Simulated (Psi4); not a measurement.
**HSE06/6-311+G(d,p) run of S2F2 (Difluorodisulfane)**

What is the energy change on altering one bond length of S2F2 (Difluorodisulfane) at HSE06/6-311+G**? 

Program for the calculation: Psi4 1.11.

### 1 Starting point

S2F2: 4 atoms, total charge 0, spin state singlet. As SMILES, `FSSF`. Geometry: relaxed at PBE0-D4/def2-TZVP.

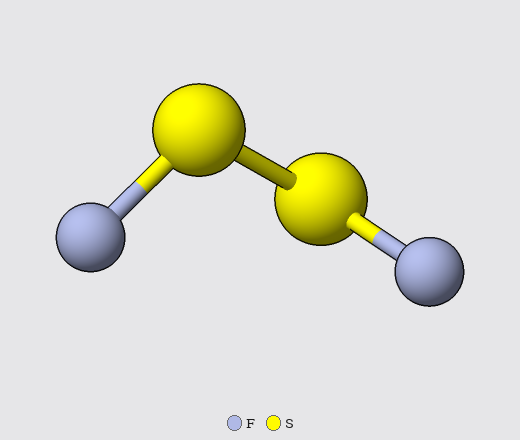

The structure, seen from a chosen angle (fluorine light blue, sulfur yellow).

### 2 Energy and forces at HSE06/6-311+G(d,p)

Contents of job.inp:

```
memory 1600 mb

molecule molecule1 {
  0 1
  F
  S 1 1.631451
  S 2 1.889776 1 108.58854
  F 3 1.631446 2 108.58841 1 -87.92605
  symmetry c1
}

set basis 6-311+G**
set puream true
set e_convergence 1e-09
set d_convergence 1e-08
set scf_type pk
set dft_radial_points 99
set dft_spherical_points 590

e, wfn = gradient('hse06', return_wfn=True)
oeprop(wfn, 'MAYER_INDICES', 'QUADRUPOLE', 'LOWDIN_CHARGES')
```

Command:

```bash
$ psi4 -n 1 job.inp job.out
```

job.out:

```text
[...]
  Running in c1 symmetry.
[...]
  Nuclear repulsion =  230.128325719284419
[...]
  Multiplicity = 1
[...]
  Nalpha       = 25
  Nbeta        = 25
[...]
    Number of basis functions: 104
[...]
   @RKS iter   1:  -995.60911977680053    2.73124e-02   5.64325e-03 ADIIS/DIIS
[...]
   @RKS iter  11:  -995.68191606684672   -2.35332e-11   4.36865e-09 DIIS
[...]
    Orbital Energies [Eh]
    ---------------------
    Doubly Occupied:
       1A    -89.135226     2A    -89.135225     3A    -24.784746
       4A    -24.784744     5A     -8.107274     6A     -8.107068
       7A     -6.045935     8A     -6.045670     9A     -6.039489
      10A     -6.038886    11A     -6.032190    12A     -6.032188
      13A     -1.253930    14A     -1.249296    15A     -0.885025
      16A     -0.691185    17A     -0.566225    18A     -0.508840
      19A     -0.502914    20A     -0.474649    21A     -0.474521
      22A     -0.449536    23A     -0.369838    24A     -0.313301
      25A     -0.305191
[...]
  @RKS Final Energy:  -995.68191606684672
   => Energetics <=
    Nuclear Repulsion Energy =            230.1283257192844189
    One-Electron Energy =               -1835.5606696251327321
    Two-Electron Energy =                 664.9147097029998577
    DFT Exchange-Correlation Energy =     -55.1642818639982977
    Empirical Dispersion Energy =           0.0000000000000000
    VV10 Nonlocal Energy =                  0.0000000000000000
    Total Energy =                       -995.6819160668467248
[...]
  -Total Gradient:
     Atom            X                  Y                   Z
    ------   -----------------  -----------------  -----------------
       1       -0.000103922617     0.000487315024     0.020420510594
       2        0.000546459146    -0.015394342208    -0.015870849216
       3       -0.019958768598     0.008977938023    -0.003204818015
       4        0.019503663167     0.005924930816    -0.001357194335
[...]
 Multipole Moments:
 ------------------------------------------------------------------------------------
     Multipole            Electronic (a.u.)      Nuclear  (a.u.)        Total (a.u.)
 ------------------------------------------------------------------------------------
 L = 1.  Multiply by 2.5417464519 to convert [e a0] to [Debye]
 Dipole X            :         -0.4472195            0.9296222            0.4824027
 Dipole Y            :         -0.1478205            0.3072587            0.1594382
 Dipole Z            :         -0.4395073            0.9136147            0.4741074
 Magnitude           :                                                    0.6949178
 L = 2.  Multiply by 1.3450342976 to convert [e a0^2] to [Debye ang]
 Quadrupole XX       :        -90.2835618           62.9525275          -27.3310344
 Quadrupole XY       :        -66.5036902           65.2877978           -1.2158924
[...]
```

It took 48 s on 1 thread of Intel Xeon Platinum 8259CL at 2.50GHz (Skylake/Cascade Lake), shared host; peak memory 0.79 GiB.

### 3 The distorted shape

Contents of job.json:

```json
{
 "schema_name": "qcschema_input",
 "schema_version": 1,
 "molecule": {
  "schema_name": "qcschema_molecule",
  "schema_version": 2,
  "symbols": ["F", "S", "S", "F"],
  "geometry": [-3.61483065, -0.36053329, -3.62885619, -1.12779989, 1.46131387, -3.64922744, 1.73071323, -0.50502175, -2.80329154, 2.27978449, -0.54390097, 2.71871118],
  "molecular_charge": 0,
  "molecular_multiplicity": 1,
  "fix_symmetry": "c1",
  "fix_com": true,
  "fix_orientation": true
 },
 "driver": "gradient",
 "model": {
  "method": "hse06",
  "basis": "6-311+G**"
 },
 "keywords": {
  "reference": "rks",
  "puream": true,
  "e_convergence": 1e-09,
  "d_convergence": 1e-08,
  "scf_type": "pk",
  "dft_radial_points": 99,
  "dft_spherical_points": 590,
  "scf_properties": ["QUADRUPOLE", "MULLIKEN_CHARGES", "MAYER_INDICES"]
 }
}
```

Command:

```bash
$ psi4 --qcschema job.json -n 1 --memory 1600MB
```

stdout:

```text
[...]
  Running in c1 symmetry.
[...]
  Nuclear repulsion =  199.515333522835135
[...]
  Multiplicity = 1
[...]
  Nalpha       = 25
  Nbeta        = 25
[...]
    Number of basis functions: 104
[...]
   @RKS iter   1:  -995.27194338874142   -7.45934e-02   8.16492e-03 ADIIS/DIIS
[...]
   @RKS iter  20:  -995.57864532277017    2.95586e-12   3.09563e-09 DIIS
[...]
  @RKS Final Energy:  -995.57864532277017
   => Energetics <=
    Nuclear Repulsion Energy =            199.5153335228351352
    One-Electron Energy =               -1773.9012558903771151
    Two-Electron Energy =                 633.8220665910724847
    DFT Exchange-Correlation Energy =     -55.0147895463006193
    Empirical Dispersion Energy =           0.0000000000000000
    VV10 Nonlocal Energy =                  0.0000000000000000
    Total Energy =                       -995.5786453227701713
[...]
 Multipole Moments:
 ------------------------------------------------------------------------------------
     Multipole            Electronic (a.u.)      Nuclear  (a.u.)        Total (a.u.)
 ------------------------------------------------------------------------------------
 L = 1.  Multiply by 2.5417464519 to convert [e a0] to [Debye]
 Dipole X            :          1.8372815           -2.3688020           -0.5315205
 Dipole Y            :         -6.4608622            7.1607656            0.6999034
 Dipole Z            :        108.7828517         -111.4316088           -2.6487570
 Magnitude           :                                                    2.7907513
 L = 2.  Multiply by 1.3450342976 to convert [e a0^2] to [Debye ang]
 Quadrupole XX       :       -260.8777537          232.6565756          -28.2211781
 Quadrupole XY       :         38.5246415          -39.7842710           -1.2596295
[...]
  Mulliken Charges: (a.u.)
   Center  Symbol    Alpha    Beta     Spin     Total
       1     F     4.55499  4.55499  0.00000 -0.10999
       2     S     7.84201  7.84201  0.00000  0.31597
       3     S     7.87734  7.87734  0.00000  0.24533
       4     F     4.72566  4.72566  0.00000 -0.45132
   Total alpha = 25.00000, Total beta = 25.00000, Total charge = -0.00000
  Mayer Bond Indices:
[...]
  -Total Gradient:
     Atom            X                  Y                   Z
    ------   -----------------  -----------------  -----------------
       1        0.004068607265     0.001558623311     0.000965868508
       2       -0.016514166274     0.007950552818    -0.006633160344
       3        0.008648638052    -0.008477101009    -0.026020308572
       4        0.003738178179    -0.001084132834     0.031692267244
[...]
```

The result, in JSON:

```text
{
 "driver": "gradient",
 "model": {
  "method": "hse06",
  "basis": "6-311+G**"
 },
 "success": true,
 "return_result": [0.004068607265240984, 0.0015586233114091436, 0.0009658685078310532, -0.016514166273850814, 0.007950552818183465, -0.006633160344210742, 0.008648638051674595, -0.008477101009461002, -0.026020308571631366, 0.003738178178721751, -0.0010841328340764796, 0.03169226724351327],
 "properties": {
  "calcinfo_nbasis": 104,
  "calcinfo_nmo": 104,
  "calcinfo_nalpha": 25,
  "calcinfo_nbeta": 25,
  "calcinfo_natom": 4,
  "nuclear_repulsion_energy": 199.51533352283514,
  "return_energy": -995.5786453227702,
  "return_gradient": [0.004068607265240984, 0.0015586233114091436, 0.0009658685078310532, -0.016514166273850814, 0.007950552818183465, -0.006633160344210742, 0.008648638051674595, -0.008477101009461002, -0.026020308571631366, 0.003738178178721751, -0.0010841328340764796, 0.03169226724351327],
  "scf_one_electron_energy": -1773.9012558903771,
  "scf_two_electron_energy": 633.8220665910725,
  "scf_xc_energy": -55.01478954630062,
  "scf_dipole_moment": [-0.5315204641380391, 0.6999034043724599, -2.6487570484186023],
  "scf_total_energy": -995.5786453227702,
  "scf_total_gradient": [0.004068607265240984, 0.0015586233114091436, 0.0009658685078310532, -0.016514166273850814, 0.007950552818183465, -0.006633160344210742, 0.008648638051674595, -0.008477101009461002, -0.026020308571631366, 0.003738178178721751, -0.0010841328340764796, 0.03169226724351327],
  "scf_iterations": 20
 }
}
```

It took 68 s on 1 thread of Intel Xeon Platinum 8259CL at 2.50GHz (Skylake/Cascade Lake), shared host; peak memory 0.77 GiB.

### 4 Summary of results

At HSE06/6-311+G**:

| quantity | value |
| --- | --- |
| first shape: total energy | -995.68192 Eh |
| first shape: dipole moment | 1.77 D |
| first shape: HOMO energy | -8.30 eV |
| first shape: LUMO energy | -2.31 eV |
| first shape: HOMO–LUMO gap | 6.00 eV |
| first shape: largest force on an atom | 1.137 eV/Å |
| distorted shape: total energy | -995.57865 Eh |
| distorted shape: dipole moment | 7.09 D |
| distorted shape: HOMO energy | -8.14 eV |
| distorted shape: LUMO energy | -6.61 eV |
| distorted shape: HOMO–LUMO gap | 1.52 eV |
| distorted shape: largest force on an atom | 1.642 eV/Å |
| energy change with the S3–F4 bond stretched from 1.631 to 2.937 Å | 2.810 eV |

One bond (distorted shape) is far stretched, which a spin-restricted single reference describes badly; a broken-symmetry solution may lie lower. With the S3–F4 bond stretched from 1.631 to 2.937 Å the energy rises by 2.81 eV (271 kJ/mol). The first shape isn't relaxed at this level, so the change isn't measured from a minimum. A restricted reference can't describe the breaking bond well at this length. The largest force (first shape) is 1.14 eV/Å: the shape isn't a stationary point for this species at this level. Mulliken charges (distorted shape) run from -0.45 on F4 to +0.32 on S2; in a basis this large or diffuse they mean little.
